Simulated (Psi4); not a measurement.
# C2F2 (SMILES FC#CF) at HF/cc-pVTZ

What is the vertical singlet–triplet gap of C2F2 at HF/cc-pVTZ? 

The calculation is run with Psi4 1.11.

3 further runs of the same task are left out: 3 set aside as unsound or not needed.

### 1 The molecule

The species is C2F2 (4 atoms), meant as a singlet with charge 0. SMILES: `FC#CF`. The coordinates come from a PBE0-D4/def2-TZVP relaxation.

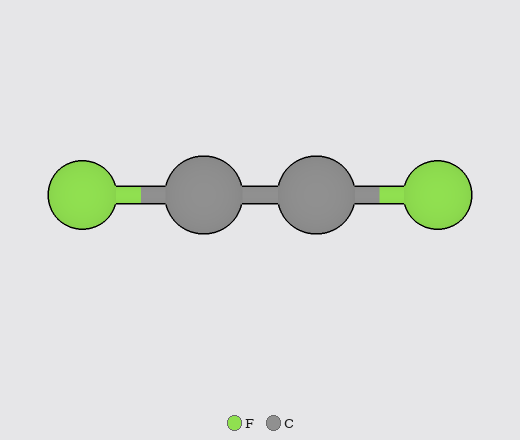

The structure, seen from a chosen angle (fluorine green, carbon grey).

### 2 The energy at HF/cc-pVTZ

The input, c2f2.xyz:

```xyz
4
C2F2
F     -0.136400     0.128000     1.852800
C     -0.033700     0.030200     0.583200
C      0.061400    -0.060400    -0.593400
F      0.164100    -0.158200    -1.863000
```

The input, calc.py:

```python
import psi4

psi4.set_memory('1600 MB')
psi4.set_num_threads(1)
psi4.core.set_output_file('run.log', False)

with open('c2f2.xyz') as f:
    atoms = ''.join(f.readlines()[2:])
molecule = psi4.geometry('0 1\n' + atoms + 'symmetry c1\nno_reorient\nno_com')

psi4.set_options(dict(basis='cc-pVTZ', reference='rhf', puream=True, e_convergence=1e-09, d_convergence=1e-08, scf_type='pk'))

e_tot = psi4.energy('scf')
print(f'scf energy: {e_tot:.10f} Eh')
for k, v in sorted(psi4.core.scalar_variables().items()):
    print(f'{k:45s} {v:18.10f}')
```

Started as:

```console
$ python calc.py
```

run.log:

```text
[...]
  Running in c1 symmetry.
[...]
  Nuclear repulsion =   95.510996951943412
[...]
  Multiplicity = 1
[...]
  Nalpha       = 15
  Nbeta        = 15
[...]
    Number of basis functions: 120
[...]
   @RHF iter   1:  -274.53835314832139   -5.98266e-01   2.47981e-03 DIIS/ADIIS
[...]
   @RHF iter  10:  -274.56793909440717   -2.27374e-12   1.34540e-09 DIIS
[...]
    Orbital Energies [Eh]
    ---------------------
    Doubly Occupied:
       1A    -26.383577     2A    -26.383574     3A    -11.345385
       4A    -11.341256     5A     -1.706268     6A     -1.704353
       7A     -1.072809     8A     -0.876326     9A     -0.833870
      10A     -0.770768    11A     -0.770768    12A     -0.751395
      13A     -0.751395    14A     -0.423944    15A     -0.423944
[...]
  @RHF Final Energy:  -274.56793909440717
   => Energetics <=
    Nuclear Repulsion Energy =             95.5109969519434117
    One-Electron Energy =                -569.0786074656311939
    Two-Electron Energy =                 198.9996714192806166
    Total Energy =                       -274.5679390944071656
[...]
 Multipole Moments:
 ------------------------------------------------------------------------------------
     Multipole            Electronic (a.u.)      Nuclear  (a.u.)        Total (a.u.)
 ------------------------------------------------------------------------------------
 L = 1.  Multiply by 2.5417464519 to convert [e a0] to [Debye]
 Dipole X            :         -0.7851812            0.7851812            0.0000000
 Dipole Y            :          0.8560459           -0.8560459           -0.0000000
 Dipole Z            :          0.2891281           -0.2891281           -0.0000000
 Magnitude           :                                                    0.0000000
[...]
```

On the terminal:

```text
scf energy: -274.5679390944 Eh
CURRENT ENERGY                                   -274.5679390944
CURRENT REFERENCE ENERGY                         -274.5679390944
DD SOLVATION ENERGY                                 0.0000000000
HF KINETIC ENERGY                                 274.2603518033
HF POTENTIAL ENERGY                              -548.8282908977
HF TOTAL ENERGY                                  -274.5679390944
HF VIRIAL RATIO                                     2.0011215157
NUCLEAR REPULSION ENERGY                           95.5109969519
ONE-ELECTRON ENERGY                              -569.0786074656
PCM POLARIZATION ENERGY                             0.0000000000
PE ENERGY                                           0.0000000000
SCF ITERATION ENERGY                             -274.5679390944
SCF ITERATIONS                                     10.0000000000
SCF TOTAL ENERGY                                 -274.5679390944
TWO-ELECTRON ENERGY                               198.9996714193
```

It took 10 s on 1 thread of Intel Xeon Platinum 8259CL at 2.50GHz (Skylake/Cascade Lake), shared host; peak memory 0.62 GiB.

### 3 The triplet at the same level

The input, job.json:

```json
{
  "schema_name": "qcschema_input",
  "schema_version": 1,
  "molecule": {
    "schema_name": "qcschema_molecule",
    "schema_version": 2,
    "symbols": ["F", "C", "C", "F"],
    "geometry": [-0.25775864, 0.24188494, 3.50128456, -0.06368377, 0.05706973, 1.10208828, 0.11602918, -0.11413946, -1.12136348, 0.31010406, -0.29895467, -3.52055977],
    "molecular_charge": 0,
    "molecular_multiplicity": 3,
    "fix_symmetry": "c1",
    "fix_com": true,
    "fix_orientation": true
  },
  "driver": "energy",
  "model": {
    "method": "hf",
    "basis": "cc-pVTZ"
  },
  "keywords": {
    "reference": "uhf",
    "puream": true,
    "e_convergence": 1e-09,
    "d_convergence": 1e-08,
    "scf_type": "pk",
    "maxiter": 100,
    "scf_properties": ["LOWDIN_CHARGES", "DIPOLE", "WIBERG_LOWDIN_INDICES"]
  }
}
```

Started as:

```console
$ psi4 --qcschema job.json -n 1 --memory 1600MB
```

stdout:

```text
[...]
  Running in c1 symmetry.
[...]
  Nuclear repulsion =   95.510997052494560
[...]
  Multiplicity = 3
[...]
  Nalpha       = 16
  Nbeta        = 14
[...]
    Number of basis functions: 120
[...]
   @UHF iter   1:  -274.26929695790909   -3.29209e-01   2.31565e-03 DIIS/ADIIS
[...]
   @UHF iter  12:  -274.31229409292592   -2.75122e-11   7.97198e-09 DIIS
[...]
   @S^2 Observed:                2.014704396E+00
[...]
    Orbital Energies [Eh]
    ---------------------
    Alpha Occupied:
       1A    -26.370532     2A    -26.370532     3A    -11.399358
       4A    -11.395253     5A     -1.725329     6A     -1.723204
       7A     -1.181305     8A     -0.908952     9A     -0.864324
      10A     -0.789634    11A     -0.773320    12A     -0.754596
      13A     -0.745419    14A     -0.519281    15A     -0.478706
      16A     -0.153556
    Alpha Virtual:
      17A      0.162525    18A      0.167874    19A      0.197830
      20A      0.356582    21A      0.363718    22A      0.382997
      23A      0.481921    24A      0.485136    25A      0.497044
[...]
  @UHF Final Energy:  -274.31229409292592
   => Energetics <=
    Nuclear Repulsion Energy =             95.5109970524945595
    One-Electron Energy =                -568.6334894714532311
    Two-Electron Energy =                 198.8101983260328041
    Total Energy =                       -274.3122940929258675
  UHF NO Occupations:
  HONO-2 :   14  A 1.9950999
  HONO-1 :   15  A 1.0000000
[...]
 Multipole Moments:
 ------------------------------------------------------------------------------------
     Multipole            Electronic (a.u.)      Nuclear  (a.u.)        Total (a.u.)
 ------------------------------------------------------------------------------------
 L = 1.  Multiply by 2.5417464519 to convert [e a0] to [Debye]
 Dipole X            :         -0.7851811            0.7851812            0.0000001
 Dipole Y            :          0.8560461           -0.8560460            0.0000001
 Dipole Z            :          0.2891283           -0.2891281            0.0000002
 Magnitude           :                                                    0.0000003
[...]
```

The result, in JSON:

```text
{
 "driver": "energy",
 "model": {
  "method": "hf",
  "basis": "cc-pVTZ"
 },
 "success": true,
 "return_result": -274.3122940929259,
 "properties": {
  "calcinfo_nbasis": 120,
  "calcinfo_nmo": 120,
  "calcinfo_nalpha": 16,
  "calcinfo_nbeta": 14,
  "calcinfo_natom": 4,
  "nuclear_repulsion_energy": 95.51099705249456,
  "return_energy": -274.3122940929259,
  "scf_one_electron_energy": -568.6334894714532,
  "scf_two_electron_energy": 198.8101983260328,
  "scf_dipole_moment": [9.953924817729387e-08, 1.0744361234049649e-07, 2.2285779732733602e-07],
  "scf_total_energy": -274.3122940929259,
  "scf_iterations": 12
 }
}
```

Wall time 11 s (1 thread of Intel Xeon Platinum 8259CL at 2.50GHz (Skylake/Cascade Lake), shared host); peak memory 0.62 GiB.

### 4 Summary of results

At HF/cc-pVTZ:

```
                                        quantity          value
                           singlet: total energy  -274.56794 Eh
                          singlet: dipole moment         0.00 D
                            singlet: HOMO energy      -11.54 eV
                            singlet: LUMO energy        5.53 eV
                          singlet: HOMO–LUMO gap       17.07 eV
                           triplet: total energy  -274.31229 Eh
                          triplet: dipole moment         0.00 D
     triplet: HOMO energy (highest over α and β)       -4.18 eV
      triplet: LUMO energy (lowest over α and β)       -0.41 eV
                                   triplet: ⟨S²⟩          2.015
vertical energy of the triplet above the singlet       6.956 eV
```

What this shows: At this shape the triplet lies 6.96 eV (671 kJ/mol) above the singlet.
